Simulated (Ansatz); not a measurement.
# ZrZn3Fe2, from a guessed structure to a relaxed one

Starting from a made-up structure for ZrZn3Fe2, the aim is the relaxed cell, its shortest contacts and, where a second run follows, its electronic structure.

Calculated with Ansatz 0.2.0; DFT, PBEsol, plane-wave PAW, files of the set soft_1, scalar-relativistic, ferromagnetic start, cell and ions relaxed at zero pressure; PAW set soft_1.

## Step 1: Set-up

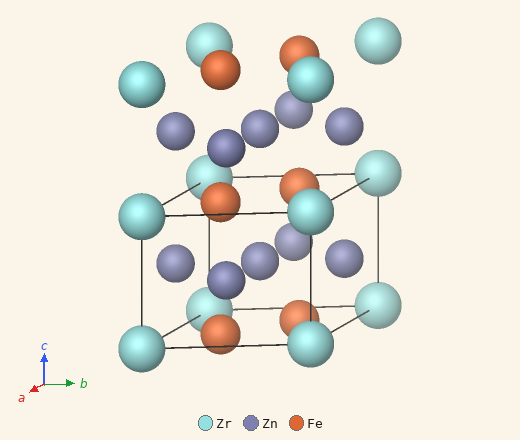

Start, viewed slightly off an axis; zirconium light teal, zinc blue, iron orange. 1×1×2 cells are drawn. Some periodic images of atoms are drawn too.

## Step 2: Relaxing cell and atoms

The guessed cell has no reason to be at equilibrium. It is relaxed with the atoms, within the space group of the guess.

Contents of input.yaml:

```yaml
crystal:
  lattice:
    - [4.932, 0.0, 0.0]
    - [-2.466, 4.271237291, 0.0]
    - [0.0, 0.0, 3.96]
  atoms:
    - { symbol: Zr, position: [0.0, 0.0, 0.0] }
    - { symbol: Zn, position: [0.0, 0.5, 0.5] }
    - { symbol: Zn, position: [0.5, 0.5, 0.5] }
    - { symbol: Zn, position: [0.5, 0.0, 0.5] }
    - { symbol: Fe, position: [0.666666667, 0.333333333, 0.0], spin: 3.0 }
    - { symbol: Fe, position: [0.333333333, 0.666666667, 0.0], spin: 3.0 }
magnetization:
  spin_polarized: true
kpoints:
  mp_grid: { grid: [6, 6, 7] }
scf:
  occupations: { method: fermi_dirac, width: 0.05 }
hamiltonian:
  xc: pbesol
  pseudopotentials: { kind: paw, azcp: { folder: soft_1 }, xc_functional: pbe }
relax:
  f_tol: 0.015
  max_steps: 70
  cell: {}
output:
  forces: true
  stress: true
```

Launch:

```
ansatz run input.yaml --threads 4 --pin off --max-ram 10240MiB --backend cpu --events-out ev --progress --plain --runs-dir out
```

Numbers of over 12 decimals in the logs are rounded to 6 here.

The program printed:

```text
Engine: ansatz 0.2.0, aarch64-unknown-linux-gnu
Pseudopotentials: kind: paw
Pseudopotential: Zr, paw, valence charge 12, recommended cutoff 420 eV (normal), soft_1/Zr.paw.azcp
Pseudopotential: Zn, paw, valence charge 12, recommended cutoff 420 eV (normal), soft_1/Zn.paw.azcp
Pseudopotential: Fe, paw, valence charge 16, recommended cutoff 420 eV (normal), soft_1/Fe.paw.azcp
Functional definition: PBEsol
  exchange = pbesol_x
  correlation = pbesol_c
Crystal: 6 atoms, lattice volume = 83.420 Å³
Basis set: ecut = 420 eV, 1675 PW (Γ), exchange–correlation on 72×72×54 points (8 copies of the dense FFT grid, shifted against one another)
Bands: 52, of which v1, the nominal top of the filled ones, is band 40 counted from 1 (39 counted from 0)
Symmetry: 24 space group operations
Space group: P6/mmm (ITA 191), of the structure as read, at distance tolerance 4.4e-5 Å
Magnetic group: BNS 191.233 (UNI 1463), of the structure as read, at distance tolerance 4.4e-5 Å
k-points: 28 of 252
Non-local potential: Zr, projectors of the file, l = 0: 3, l = 1: 2, l = 2: 2, l = 3: 1
Non-local potential: Zn, projectors of the file, l = 0: 2, l = 1: 2, l = 2: 3, l = 3: 1
Non-local potential: Fe, projectors of the file, l = 0: 3, l = 1: 2, l = 2: 3, l = 3: 1
PAW form: soft (Blöchl's): semilocal exchange-correlation on the pseudo side does not see the compensation charge
PAW frozen core: Zr, regenerated for the run's functional, and the local potential with it (the file was generated under x = pbe(κ = 0.804, μ = 0.219515), c = pbe(β = 0.066725))
PAW frozen core: Zn, regenerated for the run's functional, and the local potential with it (the file was generated under x = pbe(κ = 0.804, μ = 0.219515), c = pbe(β = 0.066725))
PAW frozen core: Fe, regenerated for the run's functional, and the local potential with it (the file was generated under x = pbe(κ = 0.804, μ = 0.219515), c = pbe(β = 0.066725))
PAW one-centre angular grid: Zr, 590 points (default); XC on 64 Gauss nodes
PAW one-centre angular grid: Zn, 590 points (default); XC on 64 Gauss nodes
PAW one-centre angular grid: Fe, 590 points (default); XC on 64 Gauss nodes
Initial density: superposition of atomic densities (chi_scale 0.1, normalization cell)
Starting moments: Σ|m| = 6 μB on 2 of 6 sites
Initial wavefunctions: pseudopotential atomic-orbital guess
Functional: x = pbesol(κ = 0.804, μ = 0.123457), c = pbesol(β = 0.046)
SCF iter   1: F=—  HF=-22869.738510 eV  |F-HF|=—  |Δ(HF+E_count)|=         —  Δρ=5.46e-2 (↑5.26e-2 ↓5.46e-2)  dr2=7.63e0  dr2_m=1.48e-1  M=4.787 μB ∫|m|=5.693 μB  β_m=0.30  ethr=3.10e-3  ⟨swp⟩=6.6  Hψ=12035  notcnv=0  defer=11
Mixer restart at iter 1: flushing history
preconditioner: auto → Kerker (q_TF=auto, 2.709 Å⁻¹)  [metal: Δε(μ)=0.026 eV  Ē_g=10.231 eV  σ=0.050 eV  W_gap=0.13  n_scr=26 (ndim 8)  ℏωp=32.0 eV  f_vac=0.000  D(μ)=5.81/eV (n_scr^D=70)]
spin=Collinear: Kerker preconditioning applied to the charge; magnetization (m = ρ↑ − ρ↓) channel mixes plain (no charge-response kernel on spin).
SCF iter   2: F=—  HF=-22868.554859 eV  |F-HF|=—  |Δ(HF+E_count)|=    1.18e0  Δρ=2.66e-2 (↑2.14e-2 ↓2.66e-2)  dr2=2.60e0  dr2_m=1.31e-1  M=4.586 μB ∫|m|=5.546 μB  β_m=0.37  ethr=3.10e-3  ⟨swp⟩=2.0  Hψ=5368  notcnv=0  defer=190
SCF iter   3: F=—  HF=-22869.052776 eV  |F-HF|=—  |Δ(HF+E_count)|=   4.98e-1  Δρ=2.35e-2 (↑1.53e-2 ↓2.35e-2)  dr2=1.72e0  dr2_m=1.45e-1  M=4.318 μB ∫|m|=5.333 μB  β_m=0.42  ethr=3.10e-3  ⟨swp⟩=2.0  Hψ=3756  notcnv=0  defer=191
SCF iter   4: F=—  HF=-22869.487259 eV  |F-HF|=—  |Δ(HF+E_count)|=   4.34e-1  Δρ=1.59e-2 (↑1.59e-2 ↓1.39e-2)  dr2=3.72e-1  dr2_m=9.29e-2  M=3.894 μB ∫|m|=4.906 μB  β_m=0.68  ethr=2.16e-3  ⟨swp⟩=3.0  Hψ=5141  notcnv=0  defer=191
SCF iter   5: F=—  HF=-22869.490079 eV  |F-HF|=—  |Δ(HF+E_count)|=   2.82e-3  Δρ=1.11e-2 (↑4.05e-3 ↓1.11e-2)  dr2=2.05e-1  dr2_m=1.15e-2  M=3.640 μB ∫|m|=4.609 μB  β_m=0.60  ethr=4.65e-4  ⟨swp⟩=2.9  Hψ=6205  notcnv=0  defer=200
SCF iter   6: F=—  HF=-22869.440315 eV  |F-HF|=—  |Δ(HF+E_count)|=         —  Δρ=1.40e-2 (↑1.40e-2 ↓3.98e-3)  dr2=9.78e-2  dr2_m=5.52e-2  M=3.325 μB ∫|m|=4.278 μB  β_m=0.60  ethr=2.56e-4  ⟨swp⟩=3.0  Hψ=5936  notcnv=0  defer=200
Mixer restart at iter 6: flushing history
SCF iter   7: F=—  HF=-22869.455436 eV  |F-HF|=—  |Δ(HF+E_count)|=   1.51e-2  Δρ=4.64e-3 (↑2.34e-3 ↓4.64e-3)  dr2=5.85e-3  dr2_m=7.39e-3  M=3.324 μB ∫|m|=4.270 μB  β_m=0.64  ethr=1.22e-4  ⟨swp⟩=2.6  Hψ=5386  notcnv=0  defer=196
SCF iter   8: F=—  HF=-22869.450994 eV  |F-HF|=—  |Δ(HF+E_count)|=   4.44e-3  Δρ=5.69e-3 (↑5.69e-3 ↓1.09e-3)  dr2=2.95e-2  dr2_m=5.38e-3  M=3.281 μB ∫|m|=4.231 μB  β_m=0.64  ethr=7.32e-6  ⟨swp⟩=2.4  Hψ=5713  notcnv=0  defer=193
SCF iter   9: F=—  HF=-22869.447540 eV  |F-HF|=—  |Δ(HF+E_count)|=   3.45e-3  Δρ=1.14e-3 (↑5.04e-4 ↓1.14e-3)  dr2=1.14e-3  dr2_m=2.09e-4  M=3.254 μB ∫|m|=4.209 μB  β_m=0.82  ethr=7.32e-6  ⟨swp⟩=2.1  Hψ=5686  notcnv=0  defer=196
SCF iter  10: F=—  HF=-22869.448351 eV  |F-HF|=—  |Δ(HF+E_count)|=   8.11e-4  Δρ=1.24e-3 (↑4.87e-4 ↓1.24e-3)  dr2=2.30e-3  dr2_m=1.75e-4  M=3.225 μB ∫|m|=4.188 μB  β_m=0.91  ethr=1.42e-6  ⟨swp⟩=2.0  Hψ=3844  notcnv=0  defer=196
SCF iter  11: F=—  HF=-22869.448629 eV  |F-HF|=—  |Δ(HF+E_count)|=   2.78e-4  Δρ=6.33e-4 (↑6.01e-4 ↓6.33e-4)  dr2=8.53e-4  dr2_m=3.91e-6  M=3.205 μB ∫|m|=4.178 μB  β_m=0.66  ethr=1.42e-6  ⟨swp⟩=2.0  Hψ=4489  notcnv=0  defer=196
SCF iter  12: F=—  HF=-22869.448363 eV  |F-HF|=—  |Δ(HF+E_count)|=   2.65e-4  Δρ=9.96e-5 (↑8.72e-5 ↓9.96e-5)  dr2=9.76e-6  dr2_m=5.34e-6  M=3.209 μB ∫|m|=4.182 μB  β_m=0.83  ethr=1.07e-6  ⟨swp⟩=2.0  Hψ=4367  notcnv=0  defer=196
SCF iter  13: F=—  HF=-22869.448369 eV  |F-HF|=—  |Δ(HF+E_count)|=   5.87e-6  Δρ=5.30e-5 (↑4.92e-5 ↓5.30e-5)  dr2=2.55e-6  dr2_m=1.62e-6  M=3.206 μB ∫|m|=4.183 μB  β_m=0.92  ethr=1.22e-8  ⟨swp⟩=2.0  Hψ=4643  notcnv=0  defer=196
SCF iter  14: F=—  HF=-22869.448376 eV  |F-HF|=—  |Δ(HF+E_count)|=   6.93e-6  Δρ=1.87e-5 (↑1.64e-5 ↓1.87e-5)  dr2=1.53e-7  dr2_m=1.76e-7  M=3.202 μB ∫|m|=4.183 μB  β_m=0.96  ethr=3.19e-9  ⟨swp⟩=2.1  Hψ=4749  notcnv=0  defer=196
SCF iter  15: F=-22869.448377 eV  HF=-22869.448377 eV  |F-HF|=1.84e-8  |Δ(HF+E_count)|=   7.73e-7  Δρ=6.15e-6 (↑6.15e-6 ↓6.15e-6)  dr2=5.73e-8  dr2_m=1.35e-8  M=3.201 μB ∫|m|=4.184 μB  ethr=1.25e-10  ⟨swp⟩=2.6  Hψ=10347  notcnv=0
SCF 1 converged in 15 iterations: F = -22869.448377 eV  dr2 = 5.73e-8
  greatest PAW one-centre occupation: 1.001 electrons in one spin orbital (limit 2), on the Fe atom at site 5 (counted from 0), in its partial waves of l = 1
[...]
SCF 3 converged in 11 iterations: F = -22869.595112 eV  dr2 = 2.57e-9
relax step   3: F+E_penalty+E_count = -22869.59511239 eV  Δ(F+E_penalty+E_count) = -5.922e-2 eV  max|allowed force component| = 1.388e-17 eV/Å  Δτ_max = 0.0000 Å  P = -0.247 GPa  Ω = 85.275 Å³  energy of the carried Pulay correction = -1.207e-3 eV  (11 SCF iters, dr2 threshold 6.00e-7 eV, accepted)
[...]
relax step   4: F+E_penalty+E_count = -22869.59723083 eV  Δ(F+E_penalty+E_count) = -2.118e-3 eV  max|allowed force component| = 2.236e-17 eV/Å  Δτ_max = 0.0000 Å  P = -0.130 GPa  Ω = 85.183 Å³  energy of the carried Pulay correction = -1.150e-3 eV  (9 SCF iters, dr2 threshold 6.00e-7 eV, accepted)
[...]
relax step   5: F+E_penalty+E_count = -22869.59736619 eV  Δ(F+E_penalty+E_count) = -1.354e-4 eV  max|allowed force component| = 9.252e-18 eV/Å  Δτ_max = 0.0000 Å  P = +0.037 GPa  Ω = 85.082 Å³  energy of the carried Pulay correction = -1.082e-3 eV  (9 SCF iters, dr2 threshold 9.65e-8 eV, accepted)
Basis set: ecut = 420 eV, 1651 PW (Γ), exchange–correlation on 72×72×60 points (8 copies of the dense FFT grid, shifted against one another)
Initial wavefunctions: pseudopotential atomic-orbital guess (no wavefunctions were taken with the density)
iter 1 solved again at ethr=8.61e-8 eV; its pass at ethr=3.10e-3 eV (dr2=6.89e-5 eV) is discarded
SCF iter   1: F=—  HF=-22869.598263 eV  |F-HF|=—  |Δ(HF+E_count)|=         —  Δρ=2.97e-4 (↑2.97e-4 ↓2.64e-4)  dr2=7.69e-6  dr2_m=1.34e-6  M=4.016 μB ∫|m|=4.723 μB  β_m=0.65  ethr=8.61e-8  ⟨swp⟩=3.7  Hψ=20410  notcnv=0
preconditioner: auto → Kerker (q_TF=auto, 2.489 Å⁻¹)  [metal: Δε(μ)=0.000 eV  Ē_g=10.831 eV  σ=0.050 eV  W_gap=0.00  n_scr=20 (ndim 8)  ℏωp=31.7 eV  f_vac=0.000  D(μ)=5.60/eV (n_scr^D=70)]
spin=Collinear: Kerker preconditioning applied to the charge; magnetization (m = ρ↑ − ρ↓) channel mixes plain (no charge-response kernel on spin).
SCF iter   2: F=—  HF=-22869.598317 eV  |F-HF|=—  |Δ(HF+E_count)|=   5.40e-5  Δρ=1.09e-4 (↑1.09e-4 ↓9.70e-5)  dr2=1.54e-6  dr2_m=1.66e-7  M=4.016 μB ∫|m|=4.723 μB  β_m=0.65  ethr=9.61e-9  ⟨swp⟩=1.8  Hψ=4015  notcnv=0
SCF iter   3: F=—  HF=-22869.598325 eV  |F-HF|=—  |Δ(HF+E_count)|=   8.37e-6  Δρ=1.81e-5 (↑1.81e-5 ↓1.68e-5)  dr2=3.01e-7  dr2_m=2.98e-8  M=4.016 μB ∫|m|=4.724 μB  β_m=0.52  ethr=1.92e-9  ⟨swp⟩=2.0  Hψ=4476  notcnv=0
SCF iter   4: F=—  HF=-22869.598325 eV  |F-HF|=—  |Δ(HF+E_count)|=   1.38e-7  Δρ=5.45e-6 (↑2.73e-6 ↓5.45e-6)  dr2=1.94e-8  dr2_m=6.68e-9  M=4.016 μB ∫|m|=4.724 μB  β_m=0.76  ethr=3.76e-10  ⟨swp⟩=2.0  Hψ=4483  notcnv=0
SCF iter   5: F=—  HF=-22869.598325 eV  |F-HF|=—  |Δ(HF+E_count)|=   2.50e-8  Δρ=2.73e-6 (↑1.85e-6 ↓2.73e-6)  dr2=8.26e-9  dr2_m=1.80e-9  M=4.016 μB ∫|m|=4.724 μB  β_m=0.88  ethr=2.43e-11  ⟨swp⟩=2.0  Hψ=4818  notcnv=0
SCF iter   6: F=—  HF=-22869.598325 eV  |F-HF|=—  |Δ(HF+E_count)|=   3.11e-9  Δρ=2.95e-6 (↑2.95e-6 ↓8.86e-7)  dr2=3.62e-9  dr2_m=2.06e-9  M=4.016 μB ∫|m|=4.724 μB  β_m=0.76  ethr=1.03e-11  ⟨swp⟩=2.1  Hψ=5212  notcnv=0
SCF iter   7: F=—  HF=-22869.598332 eV  |F-HF|=—  |Δ(HF+E_count)|=   7.36e-6  Δρ=5.72e-7 (↑4.00e-7 ↓5.72e-7)  dr2=6.11e-10  dr2_m=6.67e-11  M=4.016 μB ∫|m|=4.724 μB  β_m=0.83  ethr=4.52e-12  ⟨swp⟩=2.0  Hψ=5230  notcnv=0
SCF iter   8: F=—  HF=-22869.598332 eV  |F-HF|=—  |Δ(HF+E_count)|=  1.46e-11  Δρ=2.01e-7 (↑1.38e-7 ↓2.01e-7)  dr2=5.83e-11  dr2_m=3.81e-12  M=4.016 μB ∫|m|=4.724 μB  β_m=0.91  ethr=1.00e-12  ⟨swp⟩=2.1  Hψ=4063  notcnv=0
SCF iter   9: F=—  HF=-22869.598332 eV  |F-HF|=—  |Δ(HF+E_count)|=  2.91e-11  Δρ=5.68e-8 (↑4.02e-8 ↓5.68e-8)  dr2=2.35e-12  dr2_m=1.32e-12  M=4.016 μB ∫|m|=4.724 μB  β_m=0.96  ethr=1.00e-12  ⟨swp⟩=1.1  Hψ=2918  notcnv=0
SCF iter  10: F=—  HF=-22869.598332 eV  |F-HF|=—  |Δ(HF+E_count)|=  7.28e-12  Δρ=4.04e-8 (↑2.33e-8 ↓4.04e-8)  dr2=1.83e-12  dr2_m=3.05e-13  M=4.016 μB ∫|m|=4.724 μB  β_m=0.98  ethr=1.00e-12  ⟨swp⟩=1.0  Hψ=2912  notcnv=0
SCF iter  11: F=-22869.598332 eV  HF=-22869.598332 eV  |F-HF|=7.28e-12  |Δ(HF+E_count)|=  7.28e-12  Δρ=1.79e-8 (↑7.01e-9 ↓1.79e-8)  dr2=5.72e-13  dr2_m=2.88e-14  M=4.016 μB ∫|m|=4.724 μB  ethr=1.00e-12  ⟨swp⟩=2.3  Hψ=7876  notcnv=0
SCF 6 converged in 11 iterations: F = -22869.598332 eV  dr2 = 5.72e-13
relax step   6: F+E_penalty+E_count = -22869.59833233 eV  Δ(F+E_penalty+E_count) = -9.661e-4 eV  max|allowed force component| = 1.311e-17 eV/Å  Δτ_max = 0.0000 Å  P = +0.036 GPa  Ω = 85.082 Å³  stress off target by 3.88e-2 GPa  SCF on the basis re-selected at this cell (its energy is not comparable with the rows above)  (11 SCF iters)
basis re-selected at this cell: Δ(F+E_penalty+E_count) = -9.661e-4 eV, ΔP = -0.000 GPa vs the last step (what re-selecting the basis moved, of the pressure what is left beyond the Pulay correction that the steps carried, after the strain that the cell walked since its last selection, with what the two solves' SCF thresholds leave and, on support functions, any second-order correction that the steps lacked; it is no measure of the basis error at this ecutwfc). The dense FFT grid was sized anew with the basis: this SCF ran on 36×36×30 points, the steps before it on 36×36×27, so part of this shift can come from that change (see relax.cell in the input reference). [rest of the remark cut]
SCF converged after 11 iterations
Magnetization: 4.0163 μB (42.0081 up, 37.9919 down)
Absolute magnetization: 4.7383 μB (∫|ρ↑−ρ↓|, with the PAW one-centre terms)
Spin contamination: 0.2804 ħ² per cell (⟨S²⟩ above its minimum at these occupations)
Per-site moments (μB) at R_I (Å): [(-0.077862, 1.154640), (-0.010040, 0.999948), (-0.010040, 0.999948), (-0.010040, 0.999948), (2.067357, 1.037513), (2.067357, 1.037513)]
Free energy (F): -22869.598332 eV
Harris-Foulkes:  -22869.598332 eV  (|F-HF|=7.28e-12)
Internal energy: -22869.551816 eV  (E = F + TS)
E sigma→0 (E₀):  -22869.575074 eV
Entropy (-TS):   -0.046517 eV (-7.753 meV/atom)
Fermi energy:    14.446310 eV
--- Per-component energies (eV) ---
  E_band       = -368.253270
  E_kinetic    = 1429.354370
  E_local      = -11015.184486  (includes V_loc(G=0)·N_el)
  E_nonlocal   = 3105.965664
  E_hartree    = 4363.720356
  E_xc         = -612.060919
  E_vxc        = -626.890025  (∫ρ·V_xc dr)
  E_paw        = -11182.208520  (= ΣΔE_a)
  E_vpaw       = -1988.936757  (= ΣTr[D̂ρ^β])
  E_aug_tail   = -0.002681  (compensation charges beyond the density's cutoff)
  E_ewald      = -8962.051792
  E_core_change = 2.916192  (= ΣΔE_core)
  E_smearing   = -0.046517  (= −TS)
  E_closure    = 0.000000  (closes the sum)
  Σ components = -22869.598332   (vs F -22869.598332, Δ=0.00e0)
--- Forces (eV/Å), atoms counted from 1 ---
  atom   1  Zr    -0.00000000    -0.00000000     0.00000000
  atom   2  Zn    -0.00000000     0.00000000     0.00000000
  atom   3  Zn    -0.00000000     0.00000000     0.00000000
  atom   4  Zn     0.00000000    -0.00000000     0.00000000
  atom   5  Fe    -0.00000000     0.00000000     0.00000000
  atom   6  Fe     0.00000000    -0.00000000     0.00000000
  max |Σ_I F_I| component: 4.63e-18 eV/Å
--- Stress (GPa, compression-positive) ---
        0.035318      -0.000000       0.000000
       -0.000000       0.035318       0.000000
        0.000000       0.000000       0.038807
  P = ⅓ Tr σ = 0.0365 GPa (0.365 kbar)
--- Relaxed structure (5 steps of the walk, 5 accepted, 1 SCFs on fresh bases) ---
  F+E_penalty+E_count = -22869.59833233 eV   max|allowed force component| = 1.311e-17 eV/Å   (the final SCF, on the basis selected at the relaxed cell)
  cell:  # Å, volume = 85.0819 Å³
    - [4.848231, 0.0, 0.0]
    - [-2.424115, 4.198691, 0.0]
    - [0.0, 0.0, 4.179650]
  atoms:
    - { symbol: Zr, position: [0, 0, 0.0] }
    - { symbol: Zn, position: [0.0, 0.5, 0.5] }
    - { symbol: Zn, position: [0.5, 0.5, 0.5] }
    - { symbol: Zn, position: [0.5, 0, 0.5] }
    - { symbol: Fe, position: [0.666667, 0.333333, 0.0] }
    - { symbol: Fe, position: [0.333333, 0.666667, 0.0] }
```

The job ended after 37 s (4 threads of Arm Neoverse V1, shared host; peak memory 0.59 GiB; 2.3 min of CPU time).

The steps of the relaxation:

| step | energy less that of the first step (eV) | largest force component (eV/Å) | pressure (GPa) | volume (Å³) |
| --- | --- | --- | --- | --- |
| 1 | 0.0000 | 0.0000 | 2.44 | 83.42 |
| 2 | -0.0875 | 0.0000 | 1.83 | 83.85 |
| 3 | -0.1467 | 0.0000 | -0.25 | 85.28 |
| 4 | -0.1489 | 0.0000 | -0.13 | 85.18 |
| 5 | -0.1490 | 0.0000 | 0.04 | 85.08 |
| 6* | -0.1500 | 0.0000 | 0.04 | 85.08 |

Relaxation steps marked * repeat the geometry before them on a plane-wave basis chosen anew for their cell, so energy and pressure can jump there.

The run keeps the 24 symmetry operations that it works with, so distortions that break them were not tested.

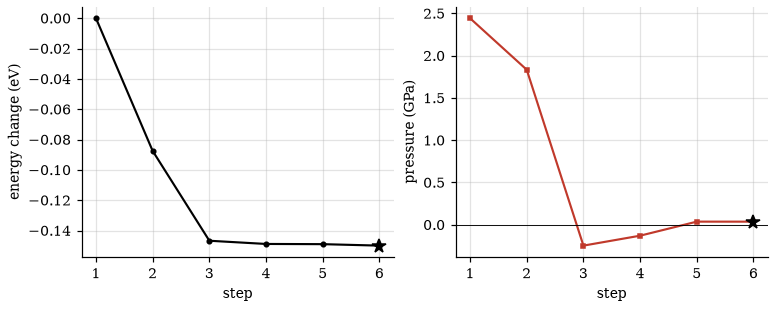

Energy and pressure along the relaxation. Stars mark steps on a basis chosen anew.

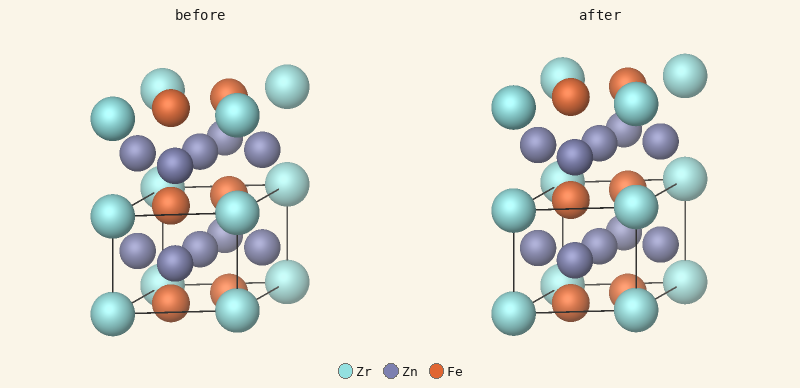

The structure before and after the relaxation, drawn at the same scale.

| conventional cell, symmetrised | before | after | change |
| --- | --- | --- | --- |
| a (Å) | 4.932 | 4.848 | -1.7 % |
| b (Å) | 4.932 | 4.848 | -1.7 % |
| c (Å) | 3.960 | 4.180 | +5.5 % |
| volume (Å³/atom) | 13.90 | 14.18 | +2.0 % |

Final coordinates:

```xyz
6
Lattice="4.8482 0.0000 0.0000 -2.4241 4.1987 0.0000 0.0000 0.0000 4.1796" Properties=species:S:1:pos:R:3 pbc="T T T"
Zr    0.0000    0.0000    0.0000
Zn   -1.2121    2.0993    2.0898
Zn    1.2121    2.0993    2.0898
Zn    2.4241    0.0000    2.0898
Fe    2.4241    1.3996    0.0000
Fe    0.0000    2.7991    0.0000
```

This step gave:

```yaml
free_energy: -22869.5983 eV
energy_at_zero_smearing: -22869.5751 eV
smearing_term_ts: 0.04652 eV
fermi_energy: 14.45 eV
magnetization: 4.016 μB
absolute_magnetization: 4.738 μB
site_moments: -0.07786, -0.01004, -0.01004, -0.01004, 2.067, 2.067 μB
electrons: 80
symmetry_operations: 24
pressure: 0.03648 GPa
```

Site moment by atom:

| atom | site moment (μB) |
| --- | --- |
| Zr1 | -0.08 |
| Zn2 | -0.01 |
| Zn3 | -0.01 |
| Zn4 | -0.01 |
| Fe5 | 2.07 |
| Fe6 | 2.07 |

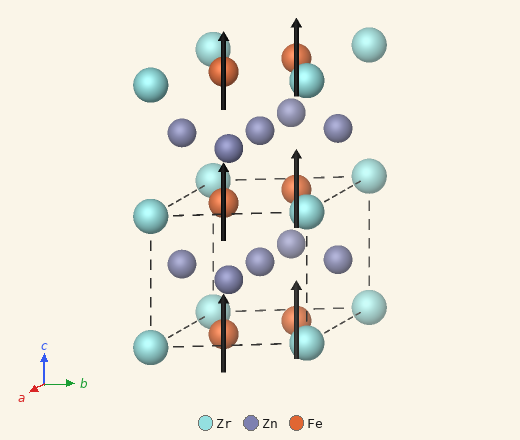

Site moment as arrows, the longest 2.07 μB. Up and down stand for the sign. Arrows give size and sign along the axis of quantisation, drawn up and down the page. 1×1×2 cells are drawn. Some periodic images of atoms are drawn too.

Shortest distances by pair of elements, guess and relaxed (not always the same contact):

| pair | guess (Å) | relaxed (Å) |
| --- | --- | --- |
| Zn–Zn | 2.466 | 2.424 |
| Fe–Zn | 2.439 | 2.515 |
| Fe–Zr | 2.847 | 2.799 |
| Fe–Fe | 2.847 | 2.799 |
| Zn–Zr | 3.163 | 3.201 |

The relaxation ends with a pressure of 0.04 GPa.

## Step 3: Outcome

```
space group, relaxed : P6/mmm
conventional cell    : a = 4.848, b = 4.848, c = 4.180 Å; α = 90.0°, β = 90.0°, γ = 120.0°
volume per atom      : 14.18 Å³ (guess 13.90)
total moment         : 4.02 μB in the cell of 6 atoms
```

What this shows: ZrZn3Fe2 relaxes to P6/mmm with a = 4.848, b = 4.848 and c = 4.180 Å. The guessed volume was 2 % too small. The space group P6/mmm was held in the relaxation, so the end point is a stationary structure within it and may be a saddle against distortions or other arrangements. The input starts from parallel moments, and no other start was typed. Mesh and cutoff weren't tested. No dispersion term is used, so weakly bound directions may come out too long. Nothing here tests whether the compound is stable against decomposition.

[Logs are printed without paths, hosts, clocks, repeated set-up lines and the standing remarks that a program may print on its own settings, such as how far it seeks lower states.]

[Hosts, paths, dates, database ids (printed as entryN), source tags and the programs' standing remarks are cut or masked in the printed files.]
